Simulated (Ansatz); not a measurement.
**ClGeH$_{5}$N$_{2}$O (SMILES [NH2][Ge]([NH2])([OH])[Cl]): density, localisation and related maps**

```csv
atom,x (Å),y (Å),z (Å)
N,-1.5386,-0.2234,-0.6170
Ge,0.1917,-0.0138,-0.0938
N,0.5831,-1.3281,1.0821
O,1.4719,-0.1481,-1.3220
Cl,0.2806,2.0586,0.6326
H,-1.9611,0.5985,-1.0427
H,-1.7104,-1.0438,-1.1959
H,-0.0367,-1.4024,1.8850
H,1.5563,-1.3858,1.3720
H,1.6732,0.7055,-1.7285
```

Level of theory: Ansatz, RKS B3LYP/def2-SVP.

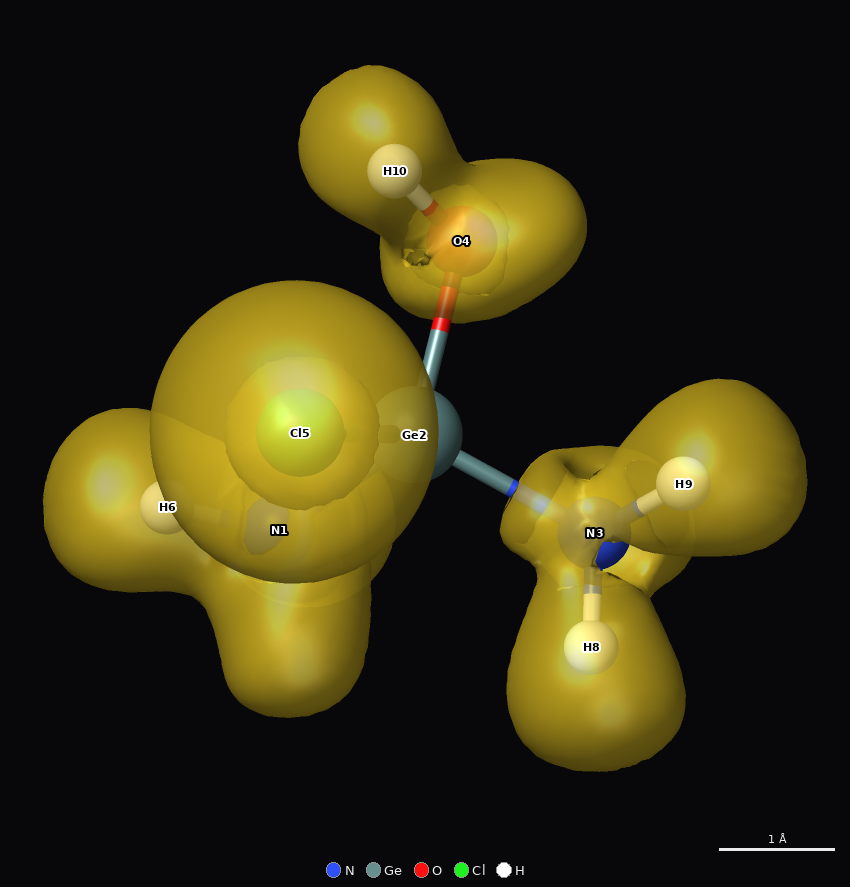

Figure 1. Isosurface of the ELF at 0.75 (yellow), seen at a tilt. Core shells and regions of very low density are left out.

Where are the electrons localised?

The surface consists of one region wrapped around Cl (its valence shell), two joined regions spread over several atoms (H, N), in which their bonds and any lone pairs are merged and one joined region spread over several atoms (H, O), in which their bonds and any lone pairs are merged. Along the contacts the grid gives the following. Ge–O (1.78 Å): the ELF peaks at about 0.85 in the valence shell of O, 0.6 Å from its nucleus, and is about 0.35 at the midpoint. Ge–N (1.81 Å): the ELF peaks at about 0.90 in the valence shell of N, 0.7 Å from its nucleus, and is about 0.50 at the midpoint.

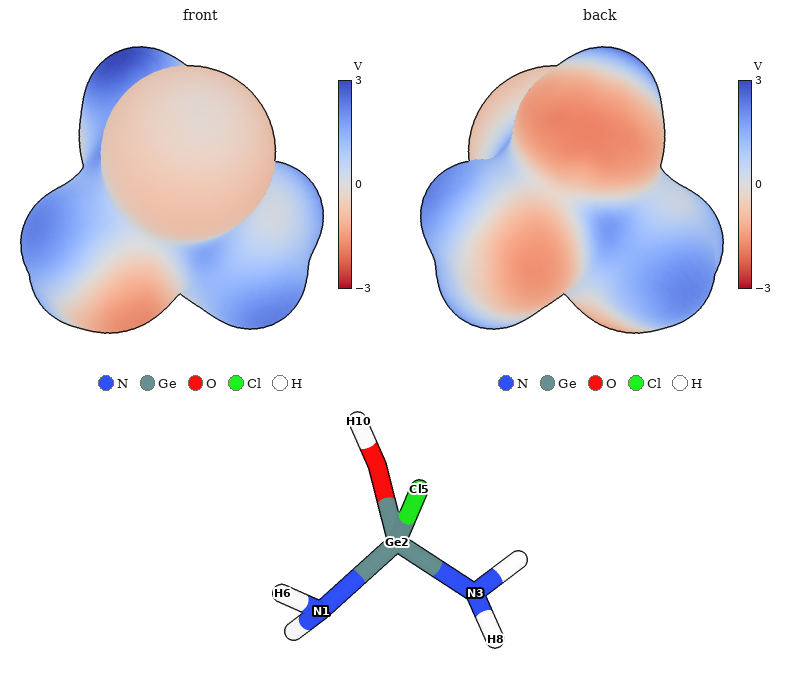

Figure 2. The electrostatic potential painted on the density surface at 0.004 e/bohr³, seen from the front and from behind; the colour scale runs from red (negative) to blue (positive). The bare structure is drawn below in the same view.

Describe the electrostatic potential map.

The most negative region (about −1.8 V) lies over O4, the most positive (about +2.9 V) over H10. O4 is the likeliest acceptor of a hydrogen bond.

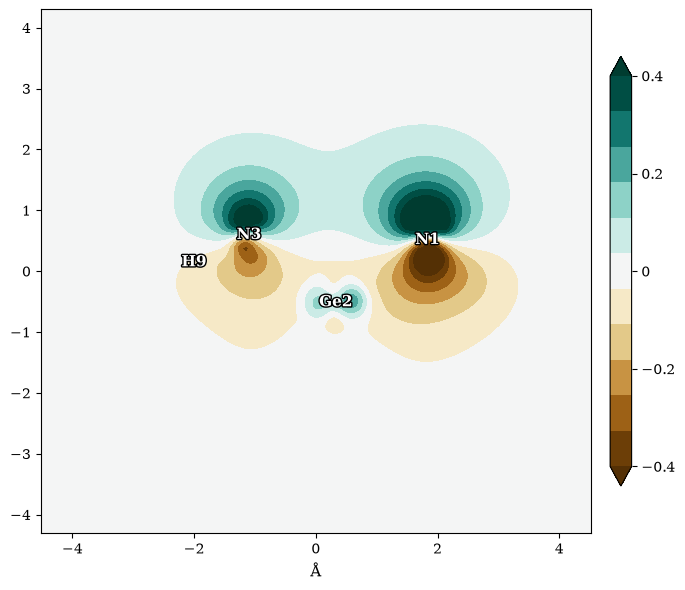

Figure 3. The HOMO on the plane of atoms N1, Ge2 and N3 (values in Å⁻³ᐟ²; the overall sign is arbitrary).

Describe this orbital and give its energy.

Its weight (Hirshfeld) is mainly on N1 (about 45 %), N3 (about 25 %) and Ge2 (about 10 %); largely a combination of lone pairs on N1 and N3. Its energy is −7.29 eV.
